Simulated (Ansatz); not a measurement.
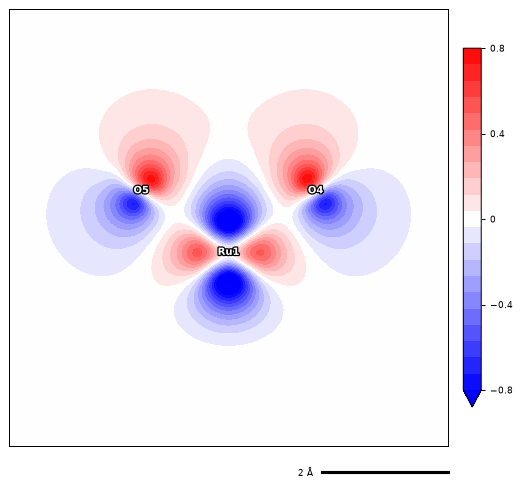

O₄Ru (RuO4). The LUMO on the plane of atoms O4, Ru1 and O5 (values in Å⁻³ᐟ²; the overall sign is arbitrary).

Geometry: PBE-D4/def2-SVP; core potentials replace the inner electrons of Ru; not at a stationary point (largest force 1.7 eV/Å).

Theory: RKS PBE0-D4/def2-TZVP in Ansatz 0.2.0.

Input file:

```
crystal:
  periodic: [false, false, false]
  atoms:
    - {symbol: Ru, position_ang: [-0.000002, -0.000000, -0.000000]}
    - {symbol: O, position_ang: [0.010558, -0.017960, 1.694309]}
    - {symbol: O, position_ang: [1.593972, 0.010469, -0.574679]}
    - {symbol: O, position_ang: [-0.806061, 1.387165, -0.545125]}
    - {symbol: O, position_ang: [-0.798478, -1.379674, -0.574506]}
basis:
  gaussian: {orbitals: def2-TZVP, initial_orbitals: start.molden}
hamiltonian: {xc: pbe0, dispersion: d4}
scf: {omitted_lower_state_checks: [starts]}
output: {forces: true, orbitals: {seedname: orbitals}}
```

Launched as:

```sh
ansatz run in.yaml --threads 2 --pin off --events-out ev --progress --plain --max-ram 4352MiB
```

What is the character of this orbital?

Answer. It lies mainly on Ru1 (about 45 %), O2 (about 15 %), O3 (about 15 %), O4 (about 15 %) and O5 (about 15 %). It is one of a degenerate set, so its orientation is arbitrary. Its energy is −5.34 eV.
